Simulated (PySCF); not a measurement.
**AlH$_{3}$O$_{3}$, SMILES `O[Al](O)O`: what the electrons do**

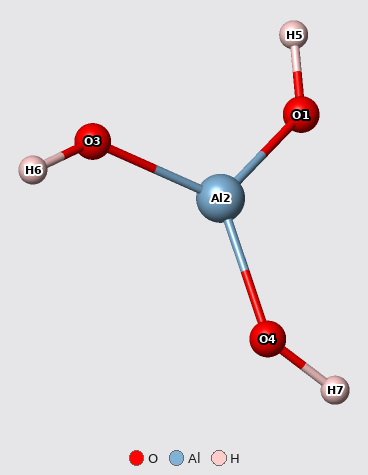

The molecule, with its atoms numbered as below. No frequency check shows the geometry to be a minimum.

Cartesian coordinates (Å):

```
O1      -0.5710   -1.5580    0.0000
Al2     -0.0000    0.0000    0.0000
O3       1.6348    0.2845    0.0000
O4      -1.0637    1.2735    0.0000
H5      -0.1820   -2.4214    0.0000
H6       2.1880    1.0531    0.0000
H7      -2.0060    1.3683    0.0000
```

Part 1: Bonding charge

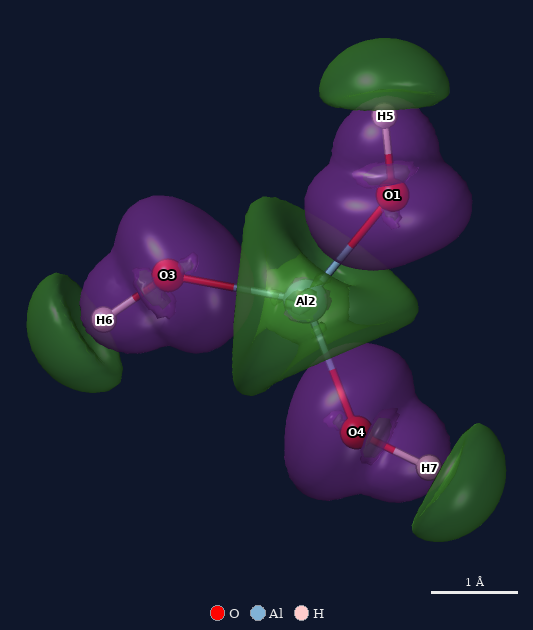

Deformation density (molecule less spherical, spin-averaged free atoms at the same positions), surfaces at ±0.05 e/Å³; purple: gain, green: loss.

Method: ωB97X/def2-TZVP; geometry: GFN2-xTB; program: PySCF.

**Describe the bonding that the map shows.**

O3–H6, O4–H7 and O1–H5: +0.85 e/Å³ at the bond critical point (bond length 0.95 Å, Mayer order 0.9). O1–Al2, Al2–O4 and Al2–O3: +0.10 e/Å³ at the bond critical point (bond length 1.66 Å, Mayer order 1.2); up to 0.6 Å beside the axis the gain reaches +0.39 e/Å³. In all, 1.9 electrons gather in the regions of gain relative to the promolecule. A small or negative value marks a very polar bond, one between electron-rich atoms, whose free-atom densities already overlap strongly, a long bond to a heavier atom, or a closed-shell contact such as a hydrogen bond.

**Where do the Hirshfeld charges lie?**

The highest Hirshfeld charge is on Al2 (+0.70 e), the lowest on O1, O3 and O4 (−0.41 e).

```csv
atom,charge (e)
O1,−0.41
Al2,+0.70
O3,−0.41
O4,−0.41
H5,+0.17
H6,+0.17
H7,+0.17
```

Part 2: Bond critical points

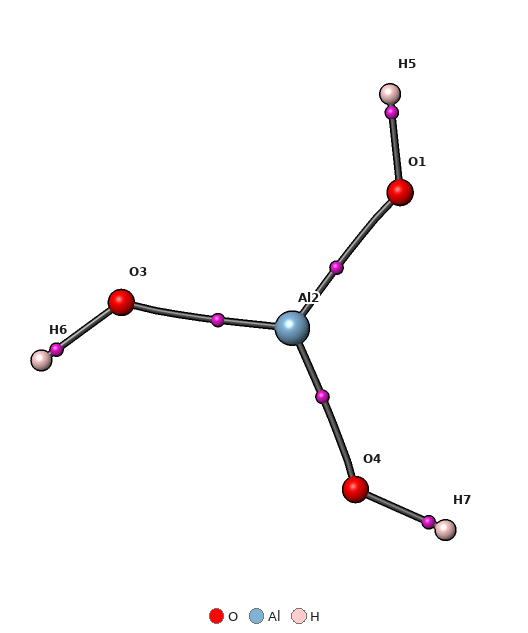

Molecular graph of the electron density (QTAIM): bond paths, bond critical points (magenta), ring points (cyan, if any); weak paths are dashed.

**How many critical points of each kind are there, and does the count close?**

7 nuclei, 6 bond, 0 ring and 0 cage critical points: 7 − 6 + 0 − 0 = 1, as the Poincaré–Hopf relation requires.

**Give the properties at the bond critical points.**

```
            bond  length (Å)  ρ (a.u.)  ∇²ρ (a.u.)     ε  H (a.u.)
 O3–H6 (3 alike)       0.947     0.368       −2.58  0.00    −0.718
O1–Al2 (3 alike)       1.659     0.118       +0.91  0.08    −0.014
```

**What kind of interaction is O1–Al2?**

Polar or intermediate (positive Laplacian, negative energy density H): ρ = 0.118, ∇²ρ = +0.91, H = −0.014 a.u.

Part 3: Local ionisation energy

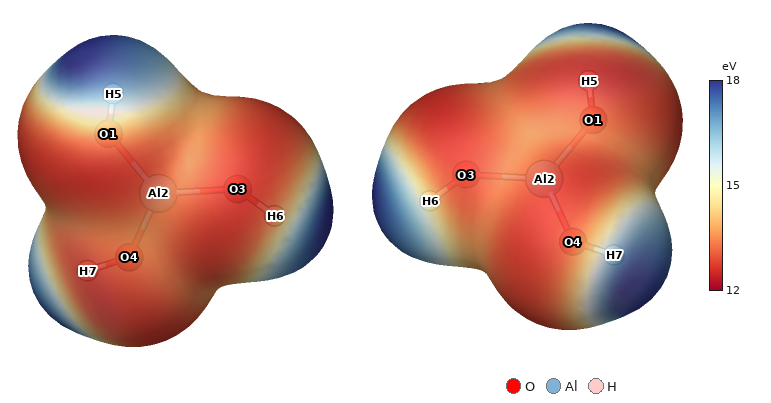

Average local ionisation energy on the surface of electron density 0.001 a.u. (back view left, front view right).

**Locate the minima of the map.**

The lowest value is 12.6 eV, off the molecular plane, over O1 (1.9 Å), and at like points elsewhere. For comparison, the highest occupied orbital lies at −11.5 eV.

Part 4: In an electric field

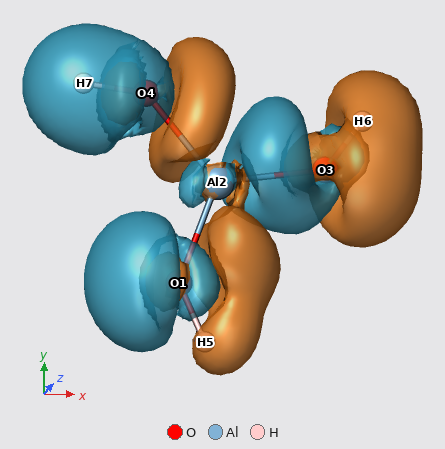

Change of the electron density in a uniform field of 0.21 V/Å, surfaces at ±0.001 e/Å³ (light blue: gain, orange: loss).

Computed with PySCF, ωB97X/def2-TZVP, geometry: GFN2-xTB. A basis without diffuse functions makes polarisabilities too small.

**Along which Cartesian direction does the field point?**

Along +x: electrons gather on the −x side, against the field.

**What dipole is induced, and what polarisability does it imply?**

The induced dipole is 0.32 D (along the field); α along this axis, from the fields in both directions, is 32 bohr³ (4.7 Å³).

**Which atoms gain and lose the most charge?**

Electrons gather most on H7 (Hirshfeld charge changes by −0.007 e) and leave H6 most (+0.005 e); 0.035 electrons are displaced in all.

The PySCF runs shown took 25 s and 50 s on 1 thread of Arm Neoverse N1, on a shared host.
